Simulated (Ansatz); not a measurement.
Base system: YOF (space group P4/nmm, No. 129; a = 3.811 Å, c = 5.421 Å; a cell from a computed database, its experimental status unchecked).

One thing is altered: 0.157 electrons added to each cell, a density of 2.0×10^21 cm⁻³, with a uniform compensating background at fixed cell and a 300 K Fermi–Dirac width.

Level of theory: PBEsol (Ansatz, a program for electronic structure, PAW, without spin-orbit coupling).

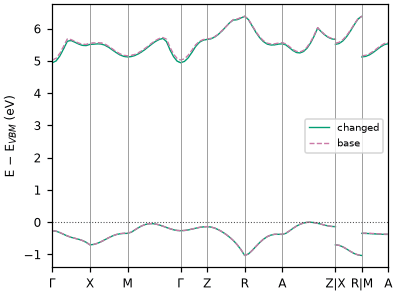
*Highest valence and lowest conduction band along the path, each from its own valence-band maximum*

Problem. From the figure, how large is the changed gap, and is it direct?

Solution. About 4.9 eV, indirect, A–Z (53 % along) → Γ.

Charged cell with a jellium background: band edges are those of the host's band count, energies are not comparable with the neutral cell, and many-body gap narrowing is missing. Whether these cells are dynamically stable was not tested.
